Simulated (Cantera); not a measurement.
Input: 1 mol BN, 16 mol F2, 14 mol N2, equilibrated at 0.100 bar.

These are equilibrium values from Cantera (NASA tables, ideal gas, pure condensed phases), not measurements of a reactor. Candidate condensed phases: B, BN; 13 gas species. Rates play no part.

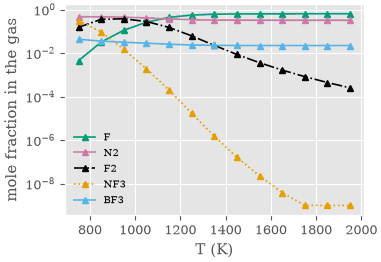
Figure. Equilibrium gas composition (values under 1e-9 drawn at 1e-9)

Q: Read off the mole fractions at 1450 K.

A: F about 0.64, N2 about 0.33, BF3 about 0.023, F2 about 0.0087, NF3 about 1.6e-7.
